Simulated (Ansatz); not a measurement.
**CH$_{3}$BClN (SMILES BN=CCl): density, localisation and related maps**

The calculation's input:

```
crystal:
  periodic: [false, false, false]
  atoms:
    - {symbol: B, position_ang: [-0.196794, 1.329311, -0.177313]}
    - {symbol: N, position_ang: [-0.115287, -0.014285, 0.028246]}
    - {symbol: C, position_ang: [0.038659, -1.219328, 0.190143]}
    - {symbol: Cl, position_ang: [1.553074, -2.043321, -0.082352]}
    - {symbol: H, position_ang: [-0.512863, 1.724755, -1.260279]}
    - {symbol: H, position_ang: [0.031185, 2.063831, 0.737864]}
    - {symbol: H, position_ang: [-0.736774, -1.908965, 0.517890]}
basis:
  gaussian: {orbitals: def2-TZVPP}
hamiltonian: {xc: pbe0, dispersion: d4}
output: {orbitals: {seedname: orbitals}}
```

Run with:

```sh
ansatz run in.yaml --threads 2 --pin off --events-out ev --progress --plain --max-ram 4352MiB
```

Geometry: PBE0-D4/def2-TZVP.

The calculation used Ansatz 0.2.0, RKS PBE0-D4/def2-TZVPP.

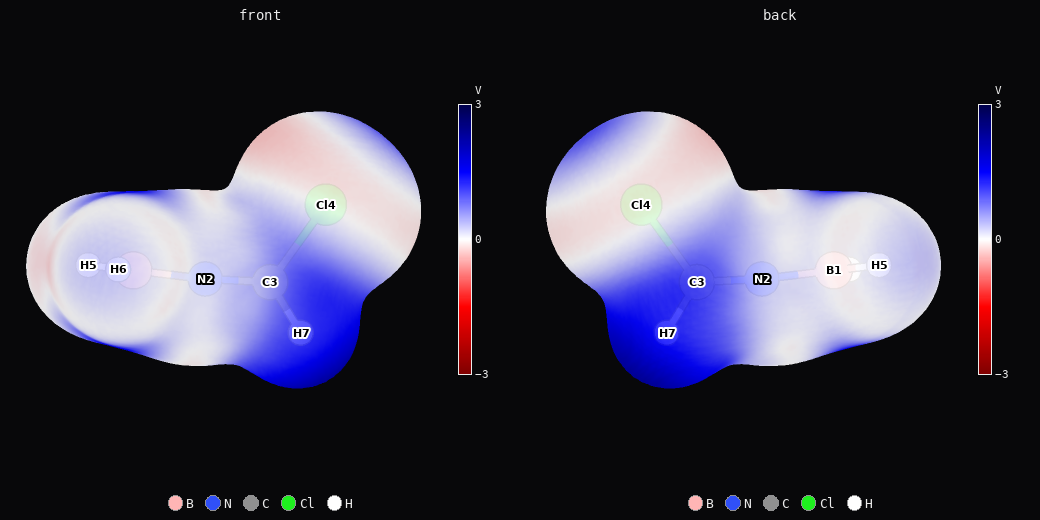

Figure 1. The molecular electrostatic potential painted on the density surface at 0.004 e/bohr³, seen from the front and from behind; the colour scale runs from red (negative) to blue (positive).

### Where is the surface potential most negative and most positive?

The most negative region (about −0.3 V) lies over Cl4, the most positive (about +2.2 V) over H7. Cl4 shows a σ-hole: about +1.0 V at the tip opposite its bond, against about −0.1 V on its flanks.

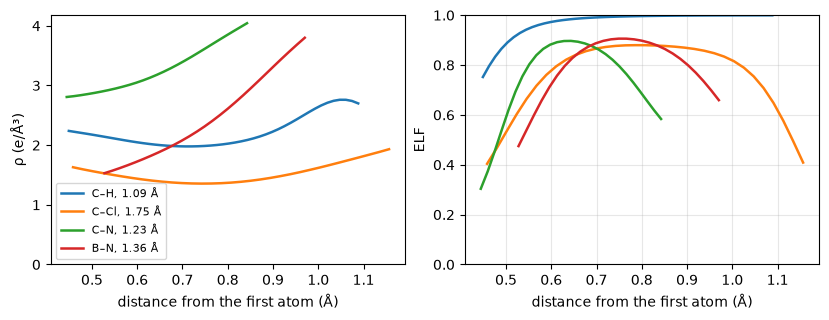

Figure 2. Electron density and ELF along straight lines between neighbouring atoms. The curves leave out the atomic cores.

### What kind of bonding do the profiles show?

C–H (1.09 Å): ρ at the midpoint is about 2.1 e/Å³; the ELF climbs to about 1 towards the hydrogen, as it does in any bond to H: an ordinary covalent bond to hydrogen.
C–Cl (1.75 Å): ρ at the midpoint is about 1.4 e/Å³; the ELF peaks at about 0.90 between the atoms (a covalent bond).
C–N (1.23 Å): the density is about 3.1 e/Å³ at the midpoint; the ELF peaks at about 0.90 between the atoms (a short, multiple covalent bond).
B–N (1.36 Å): ρ at the midpoint is about 2 e/Å³; the ELF peaks at about 0.90 between the atoms; a short, strongly polar bond.

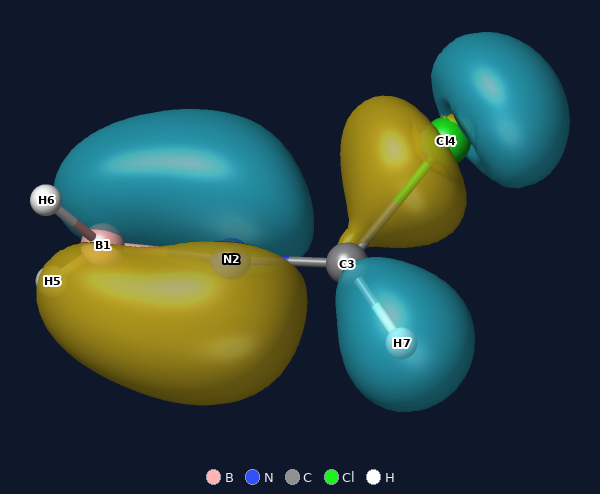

Figure 3. The HOMO−1 at ±0.1 Å⁻³ᐟ² (yellow and cyan are the two phases), seen at a tilt.

### What is the character of this orbital?

It lies mainly on N2 (about 50 %), B1 (about 20 %), Cl4 (about 15 %) and C3 (about 10 %). Its energy is −8.65 eV.
